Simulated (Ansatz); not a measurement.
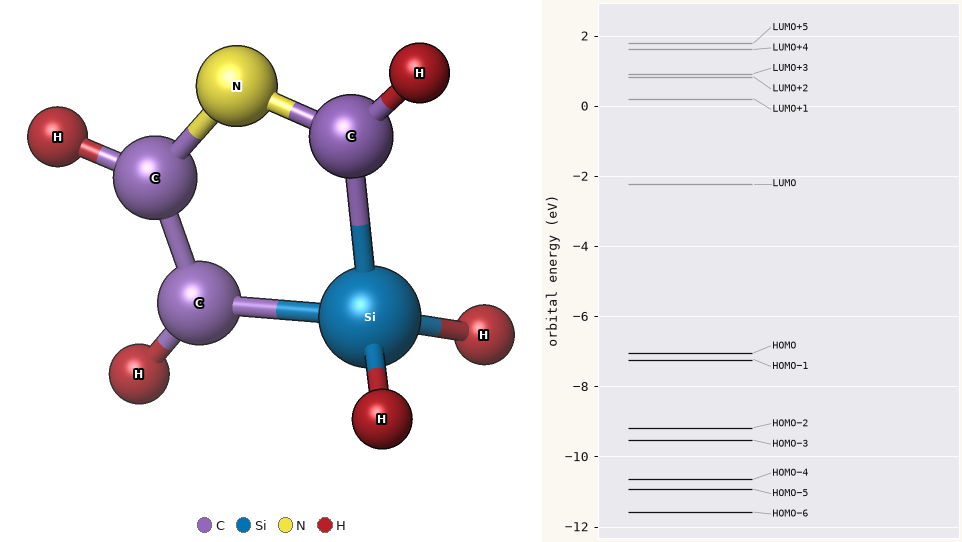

C₃H₅NSi, SMILES C1=C[SiH2]C=N1. Kohn-Sham orbital energies near the frontier, B3LYP/def2-TZVPP with the Ansatz code, at a PBE0-D4/def2-TZVP geometry (a minimum by its frequencies), isolated molecule; empty levels in grey, levels within 0.03 eV side by side.

Where do the frontier orbitals lie?

HOMO at −7.04 eV, LUMO at −2.22 eV, 4.82 eV apart.

How far below the HOMO does the next level lie?

0.20 eV.

List the levels.

```
orbital  energy (eV)
 LUMO+5         1.79
 LUMO+4         1.61
 LUMO+3         0.92
 LUMO+2         0.82
 LUMO+1         0.20
   LUMO        −2.22
   HOMO        −7.04
 HOMO−1        −7.24
 HOMO−2        −9.18
 HOMO−3        −9.54
 HOMO−4       −10.65
 HOMO−5       −10.94
 HOMO−6       −11.59
```

Caveats: empty levels above zero depend strongly on the basis.
